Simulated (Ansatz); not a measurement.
# Bands, cutoff and cost in G0W0 for SnO2 (Cassiterite)

Wanted: a G0W0 gap for SnO2 (Cassiterite) that is converged in bands and cutoff, or an estimate of the limit.

Calculated with Ansatz 0.2.0; G0W0 on PBE, plane waves, PAW.

## Step 1: Starting point

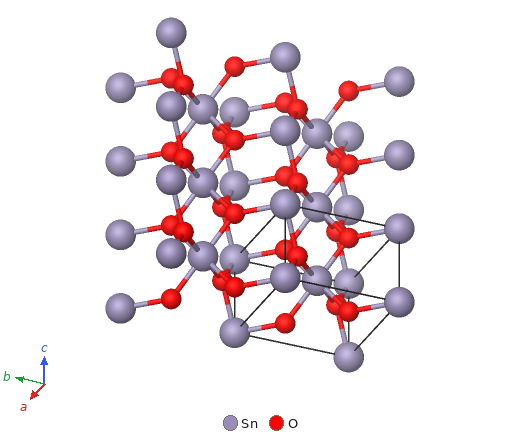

The cell as given, from a free direction (tin purple, oxygen red). 1×2×3 cells are drawn. Some periodic images of atoms are drawn too.

The cell and positions come from the Crystallography Open Database and are kept as given unless a step says otherwise. The default PAW set here is soft_1. Its files were made with PBE.

## Step 2: 93 empty bands, screening to 69 eV

G0W0 replaces the xc potential by the self-energy, built once from these orbitals. Only a window of levels is corrected, while the sums run over the empty bands that the input names.

File input.yaml:

```yaml
crystal:
  lattice:
    - [4.738, 0.0, 0.0]
    - [0.0, 4.738, 0.0]
    - [0.0, 0.0, 3.1865]
  atoms:
    - { symbol: Sn, position: [0.0, 0.0, 0.0] }
    - { symbol: Sn, position: [0.5, 0.5, 0.5] }
    - { symbol: O, position: [0.3071, 0.3071, 0.0] }
    - { symbol: O, position: [0.1929, 0.8071, 0.5] }
    - { symbol: O, position: [0.6929, 0.6929, 0.0] }
    - { symbol: O, position: [0.8071, 0.1929, 0.5] }
kpoints:
  mp_grid: { grid: [4, 4, 6] }
hamiltonian:
  xc: pbe
  pseudopotentials: { kind: paw, azcp: { folder: "./paw" } }
scf:
  occupations: { method: fixed }
gw:
  n_empty_bands: 93
  ecut_chi: 69
  qp_bands: [v2, c2]
  qp_kpoints: band_edges
  screening: { model: contour_deformation }
```

Launch:

```console
$ ansatz run input.yaml --threads 3 --pin off --max-ram 92160MiB --backend cuda --events-out ev --progress --plain --runs-dir out --devices 1 --max-vram 13GiB
```

Numbers of over 12 decimals in the logs are rounded to 6 here.

Log:

```text
GPUs: using 1 of 1 available (devices: 1).
Engine: ansatz 0.2.0, x86_64-unknown-linux-gnu
Pseudopotentials: kind: paw
Pseudopotential: Sn, paw, valence charge 14, recommended cutoff 420 eV (normal), <dir>
Pseudopotential: O, paw, valence charge 6, recommended cutoff 420 eV (normal), <dir>
Functional definition: PBE
  parameter kappa = 0.804
  parameter beta = 0.066725
  exchange = pbe_x(kappa = kappa, mu = beta*pi^2/3)
  correlation = pbe_c(beta = beta)
device memory: the entry about to start is reckoned to put 0.9 GiB on a device that reports 54.7 GiB free (of which the cap on the GPU budget leaves the run 13.0 GiB)
GPU FFT provider: cuFFT
GPU libraries: cuBLAS 13.8.2, cuFFT 12.4.0, cuSOLVER 12.3.4
Crystal: 6 atoms, lattice volume = 71.533 Å³
Basis set: ecut = 420 eV, 1411 PW (Γ)
Bands: 32, of which v1, the nominal top of the filled ones, is band 26 counted from 1 (25 counted from 0)
Symmetry: 16 space group operations
Space group: P42/mnm (ITA 136), of the structure as read, at distance tolerance 4.2e-5 Å
k-points: 24 of 96
Non-local potential: Sn, projectors of the file, l = 0: 2, l = 1: 2, l = 2: 2, l = 3: 1
Non-local potential: O, projectors of the file, l = 0: 2, l = 1: 2, l = 2: 1
PAW form: soft (Blöchl's): semilocal exchange-correlation on the pseudo side does not see the compensation charge
PAW one-centre angular grid: Sn, 590 points (default); XC on 64 Gauss nodes
PAW one-centre angular grid: O, 110 points (default); XC on 64 Gauss nodes
Initial density: superposition of atomic densities (chi_scale 0.1, normalization cell, long waves kept (reshape's long-wave potential 0.00 eV rms))
Initial wavefunctions: pseudopotential atomic-orbital guess
GPU buffer pool allocated for 24576 grid points (all kernels)
GPU transforms: local potential and band sums: pruned to the plane-wave sphere, on 32×32×24
Functional: x = pbe(κ = 0.804, μ = 0.219515), c = pbe(β = 0.066725)
SCF iter   1: F=—  HF=-14318.860415 eV  |F-HF|=—  |Δ(HF+E_count)|=         —  Δρ=8.12e-2  dr2=3.76e0  ethr=3.10e-3  ⟨swp⟩=4.0  Hψ=2975  notcnv=0  defer=94
preconditioner: auto → Resta (q_TF=auto, 2.587 Å⁻¹)  ε∞=3.5  [insulator: Δε(μ)=1.761 eV  Ē_g=20.194 eV  n_scr=18 (ndim 8)  ℏωp=31.7 eV  f_vac=0.000  ε∞_Penn≈3.5]
SCF iter   2: F=—  HF=-14318.056027 eV  |F-HF|=—  |Δ(HF+E_count)|=   8.04e-1  Δρ=3.73e-2  dr2=5.15e-1  ethr=3.10e-3  ⟨swp⟩=2.2  Hψ=1409  notcnv=0  defer=92
SCF iter   3: F=—  HF=-14318.013151 eV  |F-HF|=—  |Δ(HF+E_count)|=   4.29e-2  Δρ=1.34e-2  dr2=9.77e-2  ethr=9.91e-4  ⟨swp⟩=3.0  Hψ=1028  notcnv=0  defer=96
SCF iter   4: F=—  HF=-14318.017658 eV  |F-HF|=—  |Δ(HF+E_count)|=   4.51e-3  Δρ=2.17e-3  dr2=2.78e-3  ethr=1.88e-4  ⟨swp⟩=2.7  Hψ=1084  notcnv=0  defer=96
SCF iter   5: F=—  HF=-14318.020445 eV  |F-HF|=—  |Δ(HF+E_count)|=   2.79e-3  Δρ=7.44e-4  dr2=2.63e-4  ethr=5.34e-6  ⟨swp⟩=2.3  Hψ=1162  notcnv=0  defer=96
SCF iter   6: F=—  HF=-14318.020844 eV  |F-HF|=—  |Δ(HF+E_count)|=   3.99e-4  Δρ=9.26e-5  dr2=5.21e-6  ethr=5.07e-7  ⟨swp⟩=2.0  Hψ=1121  notcnv=0  defer=96
SCF iter   7: F=—  HF=-14318.020850 eV  |F-HF|=—  |Δ(HF+E_count)|=   6.74e-6  Δρ=1.33e-5  dr2=1.21e-7  ethr=1.00e-8  ⟨swp⟩=2.0  Hψ=1217  notcnv=0  defer=48
SCF iter   8: F=-14318.020851 eV  HF=-14318.020851 eV  |F-HF|=5.46e-9  |Δ(HF+E_count)|=   1.71e-7  Δρ=2.37e-6  dr2=4.32e-9  ethr=1.92e-10  ⟨swp⟩=8.6  Hψ=2942  notcnv=0
SCF 1 converged in 8 iterations: F = -14318.020851 eV  dr2 = 4.32e-9
  greatest PAW one-centre occupation: 0.996 electrons in one spin orbital (limit 2), on the Sn atom at site 0 (counted from 0), in its partial waves of l = 2
device memory: the entry about to start is reckoned to put 1.0 GiB (of the 1.0 GiB reckoned in all, the device holds 0.1 GiB already) on a device that reports 56.8 GiB free (of which the cap on the GPU budget leaves the run 12.9 GiB)
NSCF: frozen V_eff on 24 k-points, pencils in batches of 32, up to order 128
the band table was solved once the SCF had ended and its energy, with any forces and stress, was formed, with the checks that follow a solve (3140 applications of the Hamiltonian). They found nothing against the state; the energy, forces and stress were not computed again (output.eigenvalues in the input reference)
device memory: the entry about to start is reckoned to put 2.4 GiB on a device that reports 57.6 GiB free (of which the cap on the GPU budget leaves the run 13.0 GiB)
NSCF: frozen V_eff on 24 k-points
G₀W₀ screening: q 1/24
[... further progress lines ...]
SCF converged after 8 iterations
Free energy (F): -14318.020851 eV
Harris-Foulkes:  -14318.020851 eV  (|F-HF|=5.46e-9)
Internal energy: -14318.020851 eV  (E = F + TS)
E sigma→0 (E₀):  -14318.020851 eV
Fermi energy:    9.564227 eV
--- Per-component energies (eV) ---
  E_band       = -112.155552
  E_kinetic    = 1020.751569
  E_local      = -3165.578123  (includes V_loc(G=0)·N_el)
  E_nonlocal   = 501.825278
  E_hartree    = 1445.575140
  E_xc         = -536.690832
  E_vxc        = -525.118365  (∫ρ·V_xc dr)
  E_paw        = -9401.056061  (= ΣΔE_a)
  E_vpaw       = -835.190161  (= ΣTr[D̂ρ^β])
  E_aug_tail   = 0.003959  (compensation charges beyond the density's cutoff)
  E_ewald      = -4182.851779
  E_smearing   = -0.000000  (= −TS)
  E_closure    = -0.000000  (closes the sum)
  Σ components = -14318.020851   (vs F -14318.020851, Δ=0.00e0)
--- Band table (eV; the first three rows and the last of 24) ---
  k-point 0: bands = [... 22 lower, 8.3462, 8.7929, 8.7929, 9.5642, 10.8474, 15.7377, 15.9423, 15.9423, ... 2 higher]
  k-point 1: bands = [... 22 lower, 7.4291, 8.8137, 8.8137, 9.3352, 12.3386, 16.2369, 17.0251, 17.0251, ... 2 higher]
  k-point 2: bands = [... 22 lower, 7.1628, 8.5789, 8.5789, 8.7194, 14.3988, 16.5366, 18.4504, 19.0090, ... 2 higher]
  k-point 23: bands = [... 22 lower, 8.5971, 8.5971, 8.7330, 8.7330, 14.5098, 14.5098, 18.4665, 18.4665, ... 2 higher]
--- G₀W₀: contour deformation, 6 samples at zero and on the imaginary axis and 2 off it, 96 q-points, 93 empty bands' worth ---
  eigenvalues of the whole cell's RPA ε∞ on this k-mesh (on a slab, of 1 + 4πα/V) = 4.4156, 4.4156, 4.6356; static W/v taken at q = 0 is 0.222818
  bands read: the sum over 119 bands ends inside a degenerate multiplet in 15 slots, whose members it reads at an even weight; the widest, k=0: bands 119 to 120 (counted from 1) at 1/2 each
  gw.qp_kpoints: band_edges: 11 of 24 stored k-points solved, in 1 pass; an edge of the gap read off the rows below is read off those points alone
    valence top: of the k-points left out ik 14 came nearest to being solved in a further pass, in band 26 (counted from 1, as in the quasiparticle table): it holds the edge there only if its correction is more favourable than any solved in that band by at least 0.550 eV; those differ by 0.362 eV
    conduction bottom: of the k-points left out ik 16 came nearest to being solved in a further pass, in band 27 (counted from 1, as in the quasiparticle table): it holds the edge there only if its correction is more favourable than any solved in that band by at least 3.367 eV; those differ by 0.861 eV
  `?` marks the rows in doubt; gw_qp.tsv's column doubts and the gw_qp event give each row's grounds
    ik  band        ε_KS         Σx   Σc(E_QP)       V_xc       Z   E_QP_lin       E_QP  E_QP is
     0    25      8.7929   -26.4501     5.2271   -20.7676  0.7563     8.3339     8.3375  root
     0    26      9.5642   -27.1844     5.5310   -21.1429  0.7570     9.0492     9.0537  root
     0    27     10.8474   -14.4764    -3.1630   -18.5892  0.8312    11.8077    11.7973  root
     0    28     15.7377   -12.1579    -4.2788   -17.8578  0.8079    17.1907    17.1588  root
     1    25      8.8137   -26.6314     5.2238   -20.9412  0.7571     8.3436     8.3474  root
     1    26      9.3352   -26.8711     5.5508   -20.7608  0.7554     8.7699     8.7757  root
     1    27     12.3386   -15.6593    -2.9692   -19.8199  0.8154    13.5548    13.5299  root
     1    28     16.2369   -13.1489    -4.4041   -19.1791  0.7957    17.9098    17.8630  root
     3    25      8.3101   -26.2909     5.6514   -19.9310  0.7474     7.5905     7.6016  root
     3    26      8.3101   -26.2909     5.6514   -19.9310  0.7474     7.5905     7.6016  root
     3    27     15.8065   -14.7512    -4.2198   -20.7693  0.7928    17.6563    17.6048  root
     3    28     15.8065   -14.7512    -4.2198   -20.7693  0.7928    17.6563    17.6048  root
     4    25      8.8312   -26.5408     5.2482   -20.8251  0.7565     8.3598     8.3637  root
     4    26      9.2784   -26.7106     5.4658   -20.6904  0.7561     8.7184     8.7240  root
     4    27     12.1383   -15.6367    -2.8492   -19.6051  0.8166    13.2762    13.2575  root
     4    28     15.2763   -12.9969    -4.0447   -18.4384  0.8057    16.7040    16.6731  root
     5    25      8.7844   -26.5934     5.2621   -20.8403  0.7565     8.2891     8.2934  root
     5    26      9.2002   -26.7694     5.4973   -20.7125  0.7553     8.6349     8.6407  root
     5    27     13.0729   -15.4915    -3.1937   -19.9834  0.8113    14.4010    14.3712  root ?
     5    28     15.8603   -13.8702    -4.2339   -19.7176  0.7943    17.5195    17.4739  root
     8    25      8.9331   -26.5750     5.3187   -20.7370  0.7563     8.4089     8.4139  root
     8    26      8.9331   -26.5750     5.3187   -20.7370  0.7563     8.4089     8.4139  root
     8    27     14.0171   -14.8804    -3.5035   -19.7617  0.8060    15.4225    15.3948  root
     8    28     14.0171   -14.8804    -3.5035   -19.7617  0.8060    15.4225    15.3948  root
    11    25      8.8755   -27.2050     4.7566   -22.1015  0.7679     8.5268     8.5286  root
[...]
17    25      8.8687   -26.6876     5.3732   -20.7674  0.7555     8.3161     8.3216  root
    17    26      8.8687   -26.6876     5.3732   -20.7674  0.7555     8.3161     8.3216  root
    17    27     14.6404   -14.7927    -3.8060   -20.1314  0.8026    16.2066    16.1731  root
    17    28     14.6404   -14.7927    -3.8060   -20.1314  0.8026    16.2066    16.1731  root
    23    25      8.7330   -26.6295     5.6724   -20.3070  0.7500     8.0744     8.0829  root
    23    26      8.7330   -26.6295     5.6724   -20.3070  0.7500     8.0744     8.0829  root
    23    27     14.5098   -13.3359    -3.8895   -18.6936  0.8164    16.0029    15.9779  root
    23    28     14.5098   -13.3359    -3.8895   -18.6936  0.8164    16.0029    15.9779  root
```

Elapsed: 23 s, on 1 × NVIDIA H100 80GB HBM3 (shared by 6 runs) with 3 threads of AMD EPYC 7R13 (Zen 3), shared host; peak memory 1.1 GiB; 11 s of CPU time.

Numbers from this step:

```yaml
bands_summed: 119
rpa_eps_infinity_on_this_mesh_eigenvalues: 4.416, 4.416, 4.636
plane_waves_in_the_screening_matrix: 97
q_points_in_the_mesh: 96
g0w0_gap_on_the_mesh: 2.744 eV
k_of_the_valence_top: 0, 0, 0
k_of_the_conduction_bottom: 0, 0, 0
starting_gap_on_the_mesh: 1.283 eV
z_at_the_valence_top: 0.7570
z_at_the_conduction_bottom: 0.8312
least_direct_g0w0_gap_on_the_computed_points: 2.744 eV
```

The gap on the mesh goes from 1.28 eV to 2.74 eV, a correction of +1.46 eV. Between the two edge states, bare exchange in place of the xc potential would open the gap by 10.15 eV, and correlation takes back 8.69 eV.

## Step 3: 263 empty bands, screening to 138 eV

Bands and screening cutoff are moved together, since each hides the error of the other.

Edit input.yaml of step 2 so:

```diff
@@ -20,4 +20,4 @@
 gw:
-  n_empty_bands: 93
-  ecut_chi: 69
+  n_empty_bands: 263
+  ecut_chi: 138
   qp_bands: [v2, c2]
```

Log:

```text
GPUs: using 1 of 1 available (devices: 1).
[...]
GPU FFT provider: cuFFT
GPU libraries: cuBLAS 13.8.2, cuFFT 12.4.0, cuSOLVER 12.3.4
Crystal: 6 atoms, lattice volume = 71.533 Å³
Basis set: ecut = 420 eV, 1411 PW (Γ)
Bands: 32, of which v1, the nominal top of the filled ones, is band 26 counted from 1 (25 counted from 0)
Symmetry: 16 space group operations
[...]
k-points: 24 of 96
[...]
GPU buffer pool allocated for 24576 grid points (all kernels)
[...]
SCF iter   1: F=—  HF=-14318.860415 eV  |F-HF|=—  |Δ(HF+E_count)|=         —  Δρ=8.12e-2  dr2=3.76e0  ethr=3.10e-3  ⟨swp⟩=4.0  Hψ=2975  notcnv=0  defer=94
[...]
SCF iter   8: F=-14318.020851 eV  HF=-14318.020851 eV  |F-HF|=5.46e-9  |Δ(HF+E_count)|=   1.71e-7  Δρ=2.37e-6  dr2=4.32e-9  ethr=1.92e-10  ⟨swp⟩=8.6  Hψ=2942  notcnv=0
SCF 1 converged in 8 iterations: F = -14318.020851 eV  dr2 = 4.32e-9
[...]
NSCF: frozen V_eff on 24 k-points, pencils in batches of 32, up to order 128
[...]
NSCF: frozen V_eff on 24 k-points
G₀W₀ screening: q 1/24
[... further progress lines ...]
SCF converged after 8 iterations
Free energy (F): -14318.020851 eV
[...]
Internal energy: -14318.020851 eV  (E = F + TS)
E sigma→0 (E₀):  -14318.020851 eV
Fermi energy:    9.564227 eV
[...]
--- Band table (eV; the first three rows and the last of 24) ---
  k-point 0: bands = [... 22 lower, 8.3462, 8.7929, 8.7929, 9.5642, 10.8474, 15.7377, 15.9423, 15.9423, ... 2 higher]
  k-point 1: bands = [... 22 lower, 7.4291, 8.8137, 8.8137, 9.3352, 12.3386, 16.2369, 17.0251, 17.0251, ... 2 higher]
  k-point 2: bands = [... 22 lower, 7.1628, 8.5789, 8.5789, 8.7194, 14.3988, 16.5366, 18.4504, 19.0090, ... 2 higher]
  k-point 23: bands = [... 22 lower, 8.5971, 8.5971, 8.7330, 8.7330, 14.5098, 14.5098, 18.4665, 18.4665, ... 2 higher]
[...]
0    25      8.7929   -26.4501     4.9028   -20.7676  0.7514     8.0019     8.0133  root
     0    26      9.5642   -27.1844     5.2262   -21.1429  0.7521     8.7368     8.7490  root
     0    27     10.8474   -14.4764    -3.4028   -18.5892  0.8243    11.5620    11.5574  root
     0    28     15.7377   -12.1579    -4.6744   -17.8578  0.8043    16.7821    16.7632  root
     1    25      8.8137   -26.6314     4.9027   -20.9412  0.7521     8.0148     8.0263  root
     1    26      9.3352   -26.8711     5.2558   -20.7608  0.7507     8.4667     8.4807  root
     1    27     12.3386   -15.6593    -3.2841   -19.8199  0.8088    13.2233    13.2150  root
     1    28     16.2369   -13.1489    -4.8423   -19.1791  0.7913    17.4560    17.4248  root
[...]
23    25      8.7330   -26.6295     5.4011   -20.3070  0.7457     7.7936     7.8116  root
    23    26      8.7330   -26.6295     5.4011   -20.3070  0.7457     7.7936     7.8116  root
    23    27     14.5098   -13.3359    -4.3030   -18.6936  0.8117    15.5806    15.5646  root
    23    28     14.5098   -13.3359    -4.3030   -18.6936  0.8117    15.5806    15.5646  root
```

The job ended after 44 s (1 × NVIDIA H100 80GB HBM3 (shared by 6 runs) with 3 threads; peak memory 1.5 GiB).

Numbers from this step:

```yaml
bands_summed: 289
rpa_eps_infinity_on_this_mesh_eigenvalues: 4.343, 4.343, 4.575
plane_waves_in_the_screening_matrix: 267
q_points_in_the_mesh: 96
g0w0_gap_on_the_mesh: 2.808 eV
k_of_the_valence_top: 0, 0, 0
k_of_the_conduction_bottom: 0, 0, 0
starting_gap_on_the_mesh: 1.283 eV
z_at_the_valence_top: 0.7521
z_at_the_conduction_bottom: 0.8243
least_direct_g0w0_gap_on_the_computed_points: 2.808 eV
```

Against the run with 4×4×6 mesh, 93 empty bands, screening to 69 eV, the gap moves by +0.06 eV.

## Step 4: 566 empty bands, screening to 230 eV

Edit input.yaml of step 3 so:

```diff
@@ -20,4 +20,4 @@
 gw:
-  n_empty_bands: 263
-  ecut_chi: 138
+  n_empty_bands: 566
+  ecut_chi: 230.0
   qp_bands: [v2, c2]
```

Log:

```text
GPUs: using 1 of 1 available (devices: 1).
[...]
GPU FFT provider: cuFFT
GPU libraries: cuBLAS 13.8.2, cuFFT 12.4.0, cuSOLVER 12.3.4
Crystal: 6 atoms, lattice volume = 71.533 Å³
Basis set: ecut = 420 eV, 1411 PW (Γ)
Bands: 32, of which v1, the nominal top of the filled ones, is band 26 counted from 1 (25 counted from 0)
Symmetry: 16 space group operations
[...]
k-points: 24 of 96
[...]
1    28     16.2369   -13.1489    -5.0516   -19.1791  0.7895    17.2337    17.2155  root
[...]
23    25      8.7330   -26.6295     5.1911   -20.3070  0.7435     7.5713     7.6016  root
    23    26      8.7330   -26.6295     5.1911   -20.3070  0.7435     7.5713     7.6016  root
    23    27     14.5098   -13.3359    -4.5094   -18.6936  0.8099    15.3674    15.3581  root
    23    28     14.5098   -13.3359    -4.5094   -18.6936  0.8099    15.3674    15.3581  root
[key lines of the parts left out:]
SCF converged after 8 iterations
Free energy (F): -14318.020851 eV
Fermi energy:    9.564227 eV
```

Wall time 48 s (1 × NVIDIA H100 80GB HBM3 (shared by 6 runs) with 3 threads); peak memory 2.8 GiB.

Numbers from this step:

```
bands summed                                 : 592
RPA ε∞ on this mesh (eigenvalues)            : 4.312, 4.312, 4.538
plane waves in the screening matrix          : 563
G0W0 gap on the mesh                         : 2.844 eV
k of the valence top                         : 0, 0, 0
k of the conduction bottom                   : 0, 0, 0
starting gap on the mesh                     : 1.283 eV
least direct G0W0 gap on the computed points : 2.844 eV
```

Against the run with 4×4×6 mesh, 263 empty bands, screening to 138 eV, the gap moves by +0.04 eV.

## Step 5: Changing the k mesh: 4×4×4 mesh, 263 empty bands, screening to 138 eV

Only the mesh changes. It samples the long-range screening, which converges on its own terms. Bands and cutoff differ from the step before, so it is read against an earlier run that matches them.

Edit input.yaml of step 4 so:

```diff
@@ -13,3 +13,3 @@
 kpoints:
-  mp_grid: { grid: [4, 4, 6] }
+  mp_grid: { grid: [4, 4, 4] }
 hamiltonian:
@@ -20,4 +20,4 @@
 gw:
-  n_empty_bands: 566
-  ecut_chi: 230.0
+  n_empty_bands: 263
+  ecut_chi: 138
   qp_bands: [v2, c2]
```

Log:

```text
GPUs: using 1 of 1 available (devices: 1).
[...]
GPU FFT provider: cuFFT
GPU libraries: cuBLAS 13.8.2, cuFFT 12.4.0, cuSOLVER 12.3.4
Crystal: 6 atoms, lattice volume = 71.533 Å³
Basis set: ecut = 420 eV, 1411 PW (Γ)
Bands: 32, of which v1, the nominal top of the filled ones, is band 26 counted from 1 (25 counted from 0)
Symmetry: 16 space group operations
[...]
k-points: 18 of 64
[...]
2    25      8.3116   -26.2913     5.4008   -19.9300  0.7421     7.3285     7.3512  root
[...]
17    25      8.7346   -26.6265     5.4078   -20.3061  0.7444     7.8036     7.8220  root
    17    26      8.7346   -26.6265     5.4078   -20.3061  0.7444     7.8036     7.8220  root
    17    27     14.5108   -13.3362    -4.3130   -18.6938  0.8104    15.5725    15.5555  root
    17    28     14.5108   -13.3362    -4.3130   -18.6938  0.8104    15.5725    15.5555  root
[key lines of the parts left out:]
SCF converged after 8 iterations
Free energy (F): -14318.012188 eV
Fermi energy:    9.565982 eV
```

The job ended after 29 s (1 × NVIDIA H100 80GB HBM3 (shared by 6 runs) with 3 threads; peak memory 1.4 GiB).

This step gave:

| Property | Result |
| --- | --- |
| bands summed | 289 |
| RPA ε∞ on this mesh (eigenvalues) | 4.468, 4.468, 4.755 |
| plane waves in the screening matrix | 267 |
| G0W0 gap on the mesh | 2.795 eV |
| k of the valence top | 0, 0, 0 |
| k of the conduction bottom | 0, 0, 0 |
| starting gap on the mesh | 1.282 eV |
| least direct G0W0 gap on the computed points | 2.795 eV |

Against the run with 4×4×6 mesh, 263 empty bands, screening to 138 eV, the gap moves by −0.014 eV.

[end of part 1 of 2]

[Paths, hosts, dates, memory and timing lines, banners, echoed tables and standing remarks are left out of the program output.]

[Logs are printed without paths, hosts, clocks, repeated set-up lines and the standing remarks that a program may print on its own settings, such as how far it seeks lower states.]

[Runs of the session that timed out or met a known fault of the program may be left out.]

[Cells called generated may have been cut or substituted from an entry of the Crystallography Open Database or the Materials Project.]

[Hosts, paths, dates, database ids (printed as entryN), source tags and the programs' standing remarks are cut or masked in the printed files.]
